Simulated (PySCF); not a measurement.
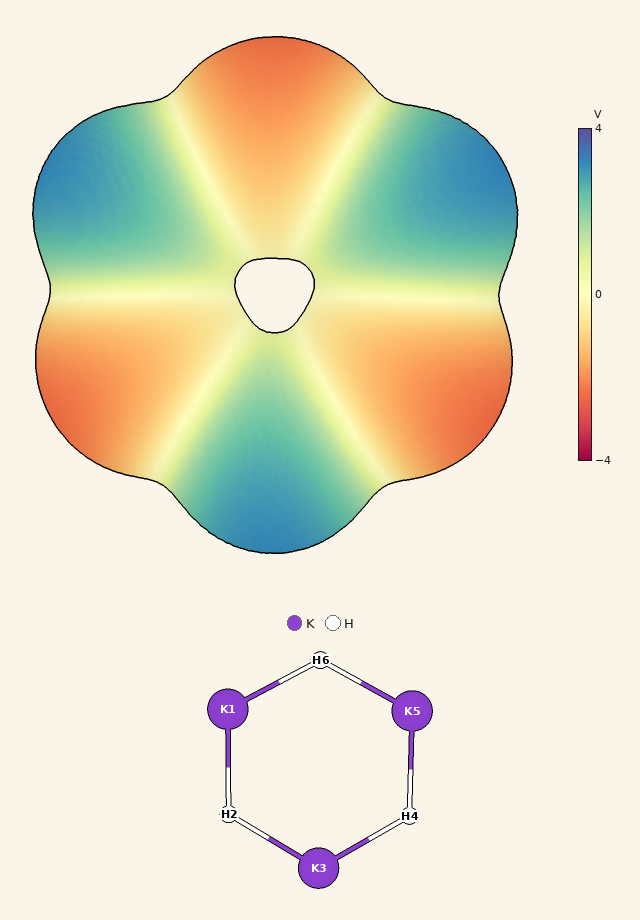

*H$_{3}$K$_{3}$ ((KH)3 ring). The molecular electrostatic potential painted on the density surface at 0.002 e/bohr³, seen across its widest extent; red is negative and blue positive. The bare structure is drawn below in the same view.*

Geometry: PBE0-D3(BJ)/def2-SVP.

Level of theory: PySCF 2.14.0, CAM-B3LYP/def2-SVPD, SCF density, gas phase.

```xyz
6

K     1.9670    1.3946   -0.6569
H    -0.1377    1.5052   -1.9306
K    -2.0892    0.1416   -1.2958
H    -1.9295   -1.3653    0.6471
K     0.1416   -1.5373    1.9658
H     2.0479   -0.1387    1.2703
```

Q: Describe the electrostatic potential map.

A: The most negative region (about −2.4 V) lies over H2, H4 and H6, the most positive (about +3.2 V) over K1, K3 and K5.

Q: What dipole moment does the calculation give?

A: Its dipole moment is 0.17 D.
